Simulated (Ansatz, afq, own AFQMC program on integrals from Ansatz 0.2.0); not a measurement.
**HBrCl (doublet): AFQMC on the coupled-cluster ladder at distance Cl1–H2 along a hydrogen transfer = 1.528 Å, cc-pVTZ**

Aim: compute HBrCl (doublet) with auxiliary-field quantum Monte Carlo on the same integrals as coupled cluster, and set the energies side by side.

Method: cc-pVTZ, frozen cores; program: Ansatz 0.2.0, Gaussian basis, and an in-house AFQMC program (afq) on its integrals; all values are calculated.

To be run: PBE (unrestricted); CCSD(T) on UHF; r2SCAN (unrestricted); PBE0 (unrestricted); CCSDT(Q) on UHF; B3LYP (unrestricted); wB97M-V (unrestricted); B2PLYP (unrestricted); Phaseless AFQMC, CISD trial on UHF.

9 further runs of the same task are left out: 1 that didn't finish, 8 set aside as unsound or not needed.

## 1. The geometry

The geometry derives from fragments relaxed apart (PBE0/def2-TZVP) and kept rigid, so it is no stationary point. A hydrogen atom is moved between rigid fragments. No spin-orbit coupling is included. The filled d shell of Br may be among the frozen orbitals whatever the setting's name suggests; the logs give the count.

3 atoms, charge 0, spin multiplicity 2.

Atoms are counted from 1 here; the program's logs count them from 0.

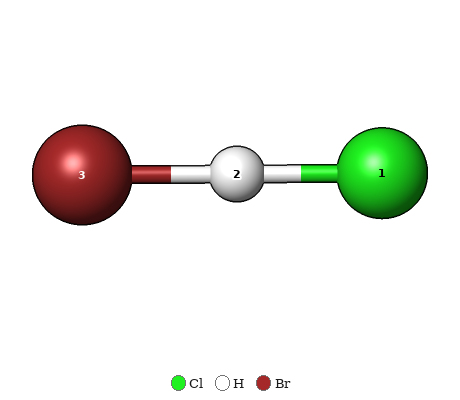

The geometry (chlorine green, hydrogen white, bromine red); atoms are numbered from 1 in the order of the file.

## 2. PBE (unrestricted)

File in.yaml:

```yaml
crystal:
  periodic: [false, false, false]
  atoms:
    - {symbol: Cl, position_ang: [0.000000, 0.000000, -1.561667]}
    - {symbol: H, position_ang: [0.000000, 0.000000, -0.033667]}
    - {symbol: Br, position_ang: [0.000000, 0.000000, 1.595333]}
basis:
  gaussian: {orbitals: cc-pVTZ}
magnetization: {spin_polarized: true, initial_magnetization: 1}
hamiltonian: {xc: {name: PBE}}
output: {orbitals: {seedname: orbitals}}
```

Started as:

```
$ ansatz run in.yaml --threads 1 --pin off --events-out ev --progress --plain --max-ram 8192MiB --backend cpu
```

The log of the run:

```text
Functional definition: PBE
  name "PBE"
  cite "Perdew, Burke & Ernzerhof, Phys. Rev. Lett. 77, 3865 (1996) doi:10.1103/PhysRevLett.77.3865"
  parent pbe
  parameter kappa = 0.804
  parameter beta = 0.06672455060314922
  exchange = pbe_x(kappa = kappa, mu = beta*pi^2/3)
  correlation = pbe_c(beta = beta)
707 factors; their error is unknown
mean field evaluation 1: about -82568.3383 eV, gradient 1.6e1 eV
mean field evaluation 2: about -82557.6977 eV, gradient 4.3e1 eV
mean field evaluation 4: about -82568.6906 eV, gradient 1.2e1 eV
mean field evaluation 8: about -82569.2468 eV, gradient 9.5e0 eV
mean field evaluation 16: about -82570.0640 eV, gradient 1.5e-5 eV
mean field evaluation 32: about -82570.0640 eV, gradient 5.4e-7 eV
mean field evaluation 64: about -82569.6047 eV, gradient 1.0e-3 eV
mean field evaluation 96: about -82570.0619 eV, gradient 7.2e-2 eV
mean field -82570.06396552 eV, -3034.3938827335 hartree, gradient 8.5e-6 eV, S^2 0.751608; 11 other end points of the search recorded, 0 dependent functions left out
reference -82570.06399475 eV, -3034.3938838077 hartree; 27, 26 occupied and 64, 65 virtual orbitals, 707 factors
Total energy: -82570.06399475 eV, -3034.3938838077 hartree
```

Wall time 15 s (1 thread of AMD EPYC 7R13 (Zen 3), shared host); peak memory 1.8 GiB.

From the report: ⟨S²⟩ of the determinant 0.752 (pure doublet: 0.75).

## 3. CCSD(T) on UHF

in.yaml: that of step 2 with these lines changed.

```diff
@@ -9,3 +9,2 @@
 magnetization: {spin_polarized: true, initial_magnetization: 1}
-hamiltonian: {xc: {name: PBE}}
-output: {orbitals: {seedname: orbitals}}
+correlation: {method: ccsd_t, electrons: outside_noble_gas, hamiltonian_folder: ham}
```

Started as:

```
$ ansatz run in.yaml --threads 1 --pin off --events-out ev --progress --plain --max-ram 24576MiB --backend cuda --devices 0, --max-vram 18GiB
```

The log of the run (excerpt; [...] marks lines left out):

```text
Functional definition: HF
  name "HF"
  cite "Fock, Z. Phys. 61, 126 (1930) doi:10.1007/BF01340294"
  parent pbe
[...]
559 factors; integrals over basis functions are off by at most 1.3e-3 eV
[...]
mean field -82518.70132431 eV, -3032.5063404838 hartree, gradient 8.9e-6 eV, S^2 0.814359; 11 other end points of the search recorded, 0 dependent functions left out
determinant -82518.70132431 eV, -3032.5063404838 hartree, with singles and doubles -82529.34371622 eV, -3032.8974411729 hartree
determinant -82518.34446145 eV, -3032.4932260153 hartree, with singles and doubles -82528.90214966 eV, -3032.8812139011 hartree
determinant -82517.98086242 eV, -3032.4798639975 hartree, with singles and doubles -82528.47232707 eV, -3032.8654182122 hartree
determinant -82518.70132431 eV, -3032.5063404838 hartree, with singles and doubles -82529.34408677 eV, -3032.8974547902 hartree
determinant -82518.34446145 eV, -3032.4932260153 hartree, with singles and doubles -82528.91419004 eV, -3032.8816563767 hartree
19 core orbitals not correlated: weight in the atoms' cores, before any rotation towards them, 1.000 or more for the frozen orbitals, at most 0.000 for the correlated occupied ones
reference -82518.70132431 eV, -3032.5063404838 hartree; 8, 7 occupied and 64, 65 virtual orbitals, 559 factors
second order -9.54840067 eV of doubles, -0.00000000 eV of singles
cycle   1  -10.64275441 eV  change    8.0e-6 eV  update   1.9e-6
perturbative correction -0.41264560 eV, -0.0151644460 hartree
Total energy: -82529.75672432 eV, -3032.9126189406 hartree
```

It took 22 s on 1 × NVIDIA H100 80GB HBM3 with 1 thread of AMD EPYC 7R13 (Zen 3), shared host; peak host memory 1.8 GiB.

From the report: ⟨S²⟩ of the determinant 0.814 (pure doublet: 0.75); correlation -11.0554 eV; T1 0.015; largest double amplitude 0.07.

This run also writes the integrals to the folder ham.

## 4. r2SCAN (unrestricted)

in.yaml: that of step 3 with these lines changed.

```diff
@@ -9,2 +9,2 @@
 magnetization: {spin_polarized: true, initial_magnetization: 1}
-correlation: {method: ccsd_t, electrons: outside_noble_gas, hamiltonian_folder: ham}
+hamiltonian: {xc: {name: r2SCAN}}
```

Started as:

```
$ ansatz run in.yaml --threads 1 --pin off --events-out ev --progress --plain --max-ram 8192MiB --backend cpu
```

The log of the run (excerpt; [...] marks lines left out):

```text
Functional definition: r2SCAN
  name "r2SCAN"
  cite "Furness, Kaplan, Ning, Perdew & Sun, J. Phys. Chem. Lett. 11, 8208 (2020) doi:10.1021/acs.jpclett.0c02405"
  cite "Furness, Kaplan, Ning, Perdew & Sun, J. Phys. Chem. Lett. 11, 9248 (2020) doi:10.1021/acs.jpclett.0c03077"
  parent r2scan
[...]
707 factors; their error is unknown
[...]
mean field -82584.31110542 eV, -3034.9174554677 hartree, gradient 9.7e-6 eV, S^2 0.757483; 17 other end points of the search recorded, 0 dependent functions left out
reference -82584.31111367 eV, -3034.9174557709 hartree; 27, 26 occupied and 64, 65 virtual orbitals, 707 factors
Total energy: -82584.31111367 eV, -3034.9174557709 hartree
```

Wall time 57 s (1 thread of AMD EPYC 7R13 (Zen 3), shared host); peak memory 1.8 GiB.

From the report: ⟨S²⟩ of the determinant 0.757 (pure doublet: 0.75).

## 5. PBE0 (unrestricted)

in.yaml: that of step 4 with these lines changed.

```diff
@@ -9,2 +9,3 @@
 magnetization: {spin_polarized: true, initial_magnetization: 1}
-hamiltonian: {xc: {name: r2SCAN}}
+hamiltonian: {xc: {name: PBE0}}
+output: {orbitals: {seedname: orbitals}}
```

Launched as before.

The log of the run (excerpt; [...] marks lines left out):

```text
Functional definition: PBE0
  name "PBE0"
  cite "Adamo & Barone, J. Chem. Phys. 110, 6158 (1999) doi:10.1063/1.478522"
  cite "Perdew, Burke & Ernzerhof, Phys. Rev. Lett. 77, 3865 (1996) doi:10.1103/PhysRevLett.77.3865"
  parent pbe
[...]
559 factors; integrals over basis functions are off by at most 1.3e-3 eV
[...]
mean field -82573.32027531 eV, -3034.5135499110 hartree, gradient 2.2e-6 eV, S^2 0.760374; 3 other end points of the search recorded, 0 dependent functions left out
reference -82573.32029696 eV, -3034.5135507067 hartree; 27, 26 occupied and 64, 65 virtual orbitals, 559 factors
Total energy: -82573.32029696 eV, -3034.5135507067 hartree
```

It took 12 s on 1 thread of AMD EPYC 7R13 (Zen 3), shared host; peak memory 1.8 GiB.

From the report: ⟨S²⟩ of the determinant 0.760 (pure doublet: 0.75).

## 6. CCSDT(Q) on UHF

in.yaml: that of step 5 with these lines changed.

```diff
@@ -9,3 +9,2 @@
 magnetization: {spin_polarized: true, initial_magnetization: 1}
-hamiltonian: {xc: {name: PBE0}}
-output: {orbitals: {seedname: orbitals}}
+correlation: {method: ccsdt_q, electrons: outside_noble_gas}
```

Started as:

```
$ ansatz run in.yaml --threads 1 --pin off --events-out ev --progress --plain --max-ram 24576MiB --backend cuda --devices 0, --max-vram 18GiB
```

The log of the run (excerpt; [...] marks lines left out):

```text
Functional definition: HF
  name "HF"
  cite "Fock, Z. Phys. 61, 126 (1930) doi:10.1007/BF01340294"
  parent pbe
[...]
1011 factors; integrals over basis functions are off by at most 2.2e-7 eV
[...]
mean field -82518.70134150 eV, -3032.5063411156 hartree, gradient 1.8e-6 eV, S^2 0.814359; 11 other end points of the search recorded, 0 dependent functions left out
determinant -82518.70134150 eV, -3032.5063411156 hartree, with singles and doubles -82529.34373316 eV, -3032.8974417954 hartree
determinant -82518.34448064 eV, -3032.4932267208 hartree, with singles and doubles -82528.90216938 eV, -3032.8812146258 hartree
determinant -82517.98088201 eV, -3032.4798647174 hartree, with singles and doubles -82528.47234531 eV, -3032.8654188825 hartree
determinant -82518.70134150 eV, -3032.5063411156 hartree, with singles and doubles -82529.34410405 eV, -3032.8974554253 hartree
determinant -82518.34448064 eV, -3032.4932267208 hartree, with singles and doubles -82528.91420932 eV, -3032.8816570853 hartree
19 core orbitals not correlated: weight in the atoms' cores, before any rotation towards them, 1.000 or more for the frozen orbitals, at most 0.000 for the correlated occupied ones
reference -82518.70134150 eV, -3032.5063411156 hartree; 8, 7 occupied and 64, 65 virtual orbitals, 1011 factors
second order -9.54844018 eV of doubles, -0.00000000 eV of singles
cycle   1  -10.31856087 eV  change   -7.7e-1 eV  update   8.3e-2
[...]
cycle  16  -11.08915698 eV  change    1.8e-6 eV  update   3.8e-7
perturbative correction -0.01895982 eV, -0.0006967605 hartree
Total energy: -82529.80945830 eV, -3032.9145568784 hartree
```

Wall time 63 s (1 × NVIDIA H100 80GB HBM3 with 1 thread of AMD EPYC 7R13 (Zen 3), shared host); peak host memory 1.8 GiB.

From the report: ⟨S²⟩ of the determinant 0.814 (pure doublet: 0.75); correlation -11.1081 eV; T1 0.016; largest double amplitude 0.08.

## 7. B3LYP (unrestricted)

in.yaml: that of step 6 with these lines changed.

```diff
@@ -9,2 +9,2 @@
 magnetization: {spin_polarized: true, initial_magnetization: 1}
-correlation: {method: ccsdt_q, electrons: outside_noble_gas}
+hamiltonian: {xc: {name: B3LYP}}
```

Started as:

```
$ ansatz run in.yaml --threads 1 --pin off --events-out ev --progress --plain --max-ram 8192MiB --backend cpu
```

The log of the run (excerpt; [...] marks lines left out):

```text
Functional definition: B3LYP
  name "B3LYP"
  cite "Stephens, Devlin, Chabalowski & Frisch, J. Phys. Chem. 98, 11623 (1994) doi:10.1021/j100096a001"
  cite "Becke, Phys. Rev. A 38, 3098 (1988) doi:10.1103/PhysRevA.38.3098"
  cite "Lee, Yang & Parr, Phys. Rev. B 37, 785 (1988) doi:10.1103/PhysRevB.37.785"
  cite "Vosko, Wilk & Nusair, Can. J. Phys. 58, 1200 (1980) doi:10.1139/p80-159"
[...]
559 factors; integrals over basis functions are off by at most 1.3e-3 eV
[...]
mean field -82586.90317562 eV, -3035.0127122905 hartree, gradient 1.6e-6 eV, S^2 0.757668; 5 other end points of the search recorded, 0 dependent functions left out
reference -82586.90338330 eV, -3035.0127199226 hartree; 27, 26 occupied and 64, 65 virtual orbitals, 559 factors
Total energy: -82586.90338330 eV, -3035.0127199226 hartree
```

Wall time 13 s (1 thread of AMD EPYC 7R13 (Zen 3), shared host); peak memory 1.8 GiB.

From the report: ⟨S²⟩ of the determinant 0.758 (pure doublet: 0.75).

## 8. wB97M-V (unrestricted)

in.yaml: that of step 7 with these lines changed.

```diff
@@ -9,2 +9,3 @@
 magnetization: {spin_polarized: true, initial_magnetization: 1}
-hamiltonian: {xc: {name: B3LYP}}
+hamiltonian: {xc: {name: wB97M-V}}
+output: {orbitals: {seedname: orbitals}}
```

The command is unchanged.

The log of the run (excerpt; [...] marks lines left out):

```text
Functional definition: wB97M-V
  name "wB97M-V"
  cite "Mardirossian & Head-Gordon, J. Chem. Phys. 144, 214110 (2016) doi:10.1063/1.4952647"
  cite "Becke, J. Chem. Phys. 107, 8554 (1997) doi:10.1063/1.475007"
  cite "Vydrov & Van Voorhis, J. Chem. Phys. 133, 244103 (2010) doi:10.1063/1.3521275"
  # Of w^i u^j: cxij and so on, Table III.
[...]
  gx(w, u) = 1 - cx + cx01*u + cx10*w
  gss(w, u) = css00 + css04*u^4 + css10*w + css20*w^2 + css43*w^4*u^3
  gos(w, u) = cos00 + cos10*w + (cos20 + cos21*u)*w^2 + (cos60 + cos61*u)*w^6
[...]
      + integral(e_c_pw_mod_opposite_spin*gos(b97_w_opposite, b97_u_opposite)) + vv10(b, c)
559 factors; integrals over basis functions are off by at most 1.3e-3 eV
113 factors; integrals over basis functions are off by at most 8.4e-5 eV
[...]
mean field -82580.78096321 eV, -3034.7877251343 hartree, gradient 3.1e-6 eV, S^2 0.761296; 2 other end points of the search recorded, 0 dependent functions left out
reference -82580.78099367 eV, -3034.7877262537 hartree; 27, 26 occupied and 64, 65 virtual orbitals, 559 factors
Total energy: -82580.78099367 eV, -3034.7877262537 hartree
```

Run time: 18 s. Hardware: 1 thread of AMD EPYC 7R13 (Zen 3), shared host; peak memory 1.8 GiB.

From the report: ⟨S²⟩ of the determinant 0.761 (pure doublet: 0.75).

## 9. B2PLYP (unrestricted)

in.yaml: that of step 8 with these lines changed.

```diff
@@ -9,3 +9,3 @@
 magnetization: {spin_polarized: true, initial_magnetization: 1}
-hamiltonian: {xc: {name: wB97M-V}}
-output: {orbitals: {seedname: orbitals}}
+hamiltonian: {xc: {name: B2PLYP}}
+correlation: {electrons: outside_noble_gas}
```

Same command.

The log of the run (excerpt; [...] marks lines left out):

```text
Functional definition: B2PLYP
  name "B2PLYP"
  cite "Grimme, J. Chem. Phys. 124, 034108 (2006) doi:10.1063/1.2148954"
  cite "Becke, Phys. Rev. A 38, 3098 (1988) doi:10.1103/PhysRevA.38.3098"
  cite "Lee, Yang & Parr, Phys. Rev. B 37, 785 (1988) doi:10.1103/PhysRevB.37.785"
[...]
559 factors; integrals over basis functions are off by at most 1.3e-3 eV
[...]
mean field -82567.41567346 eV, -3034.2965597952 hartree, gradient 2.1e-6 eV, S^2 0.773791; 9 other end points of the search recorded, 0 dependent functions left out
19 core orbitals not correlated: weight in the atoms' cores, before any rotation towards them, 1.000 or more for the frozen orbitals, at most 0.000 for the correlated occupied ones
reference -82567.41580638 eV, -3034.2965646800 hartree; 8, 7 occupied and 64, 65 virtual orbitals, 559 factors
second order -11.72257226 eV of doubles, -0.00000000 eV of singles
Total energy: -82570.58090089 eV, -3034.4128797578 hartree
```

Run time: 23 s. Hardware: 1 thread of AMD EPYC 7R13 (Zen 3), shared host; peak memory 1.8 GiB.

From the report: ⟨S²⟩ of the determinant 0.774 (pure doublet: 0.75).

## 10. Phaseless AFQMC, CISD trial on UHF

It reads the integrals that the CCSD(T) run on this determinant wrote.

Started as:

```
$ afq ham --method phaseless --trial cisd --walkers 2500 --populations 20 --least-time 60 --time-step 0.005 --steps-per-block 50 --equilibration-blocks 28 --max-blocks 4000 --target-error 0.00023 --factor-cut 1e-05 --start spin_pure --seed 3646 --release-times 0.24,0.51,0.99,1.5 --release-step 0.03 --release-every 4 --taylor-order 6
```

The log of the run:

```text
orbitals 72  electrons 8 7  factors 490 of 559
reference energy -3032.50634048 Eh
CCSD correlation -0.39111389 Eh in 10 cycles, weight of the determinant in the CISD state 0.8493
energy of the start -3032.892892 Eh
 block  time / (1/Eh)  mean weight  energy / Eh
     1     0.250  1.0002  -3032.888060
     2     0.500  0.9993  -3032.894840
     3     0.750  1.0000  -3032.901006
     4     1.000  1.0000  -3032.905329
     5     1.250  0.9998  -3032.908616
     6     1.500  0.9998  -3032.910316
     7     1.750  1.0001  -3032.911859
     8     2.000  1.0004  -3032.912845
     9     2.250  0.9997  -3032.914583
    10     2.500  1.0002  -3032.913626
    11     2.750  1.0001  -3032.912392
    12     3.000  1.0000  -3032.913146
    13     3.250  1.0001  -3032.914101
    14     3.500  1.0000  -3032.914900
    15     3.750  1.0000  -3032.915149
    16     4.000  1.0003  -3032.915862
    17     4.250  1.0002  -3032.915801
    18     4.500  1.0003  -3032.914251
    19     4.750  0.9995  -3032.915245
    20     5.000  1.0009  -3032.914406
    21     5.250  0.9999  -3032.914017
    22     5.500  0.9995  -3032.913591
    23     5.750  1.0001  -3032.913592
    24     6.000  1.0000  -3032.913696
    25     6.250  0.9997  -3032.913168
    26     6.500  1.0004  -3032.913621
    27     6.750  1.0005  -3032.912844
    28     7.000  1.0007  -3032.914064
    29     7.250  0.9999  -3032.914226
    30     7.500  1.0004  -3032.912409
    31     7.750  1.0001  -3032.914251
    32     8.000  1.0003  -3032.913354
    33     8.250  1.0004  -3032.914006
    34     8.500  0.9998  -3032.913854
    35     8.750  1.0000  -3032.914731
    36     9.000  0.9999  -3032.912294
    37     9.250  1.0000  -3032.912004
    38     9.500  0.9996  -3032.912123
    39     9.750  1.0000  -3032.912818
    40    10.000  1.0001  -3032.914268
    41    10.250  0.9997  -3032.913391
    42    10.500  0.9998  -3032.914916
    43    10.750  1.0004  -3032.914705
    44    11.000  1.0000  -3032.914866
    45    11.250  1.0002  -3032.914362
    46    11.500  1.0003  -3032.914391
    47    11.750  1.0002  -3032.914042
    48    12.000  0.9999  -3032.914186
    49    12.250  1.0000  -3032.913758
    50    12.500  0.9999  -3032.914009
    51    12.750  0.9998  -3032.913233
    52    13.000  1.0001  -3032.913221
    53    13.250  0.9998  -3032.913030
    54    13.500  1.0001  -3032.913705
    55    13.750  1.0000  -3032.912492
    56    14.000  1.0001  -3032.913330
    57    14.250  0.9993  -3032.913708
    58    14.500  0.9999  -3032.912757
    59    14.750  1.0004  -3032.912413
    60    15.000  0.9999  -3032.912564
    61    15.250  1.0006  -3032.913028
    62    15.500  1.0004  -3032.912613
    63    15.750  0.9997  -3032.912941
    64    16.000  1.0000  -3032.914022
    65    16.250  0.9998  -3032.913788
    66    16.500  1.0000  -3032.913191
    67    16.750  1.0000  -3032.913688
    68    17.000  0.9999  -3032.913989
    69    17.250  1.0005  -3032.912702
    70    17.500  0.9996  -3032.912743
    71    17.750  0.9993  -3032.913663
    72    18.000  0.9994  -3032.912128
    73    18.250  1.0006  -3032.913373
    74    18.500  0.9998  -3032.913443
    75    18.750  0.9999  -3032.913185
    76    19.000  1.0002  -3032.914047
    77    19.250  0.9998  -3032.913642
    78    19.500  1.0005  -3032.914740
error from the spread of 20 populations
released: time / (1/Eh)  energy / Eh  error  mean overlap
  0.24  -3032.914172  0.000173  0.9968
  0.51  -3032.914113  0.000221  0.9988
  0.99  -3032.914811  0.000307  0.9890
  1.50  -3032.914193  0.000389  0.9998
energy -3032.913487 +/- 0.000220 Eh
```

It took 2.1 min on 1 × NVIDIA H100 80GB HBM3 with 2 threads of AMD EPYC 7R13 (Zen 3), shared host; peak host memory 1.8 GiB.

Energy -82529.7803 ± 0.0060 eV. Caveats: constraint bias not in the error.

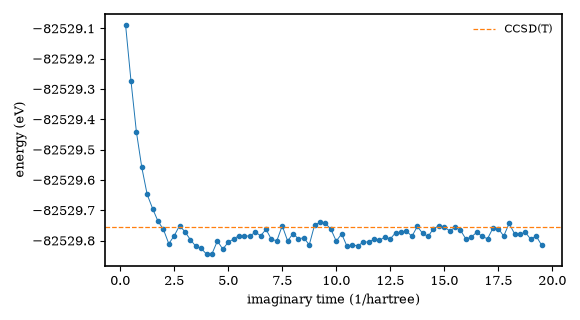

Block energies along the walk.

## 11. All levels side by side

On the UHF determinant, counted from CCSDT(Q) (a yardstick, not exact):

| level | energy (eV) | from CCSDT(Q) (kJ/mol) | statistical error (kJ/mol) | time |
| --- | --- | --- | --- | --- |
| HF | -82518.7013 | +1071.8 |  |  |
| MP2 | -82528.2497 | +150.5 |  |  |
| CCSD | -82529.3441 | +44.9 |  |  |
| CCSD(T) | -82529.7567 | +5.1 |  |  |
| CCSDT(Q) | -82529.8095 | 0.0 |  |  |
| Phaseless AFQMC, CISD trial, step 0.005, 2500 walkers | -82529.7803 | +2.8 | 0.6 | 2.1 min |

The functionals' totals stand on their own zeros and serve differences with other points: PBE -82570.064 eV; r2SCAN -82584.311 eV; PBE0 -82573.320 eV; B3LYP -82586.903 eV; wB97M-V -82580.781 eV; B2PLYP -82570.581 eV.

## 12. Outcome

| quantity | value |
| --- | --- |
| CCSD(T) on UHF from CCSDT(Q) | +5.1 kJ/mol |
| Phaseless AFQMC, CISD trial on UHF from CCSDT(Q) | +2.8 ± 0.6 kJ/mol |

**Reading.** On UHF the phaseless walk with the CISD trial lies +2.8 kJ/mol from CCSDT(Q), 5 times its error bar. Error bars are statistical and leave out the constraint, the time step and what remains of the start.
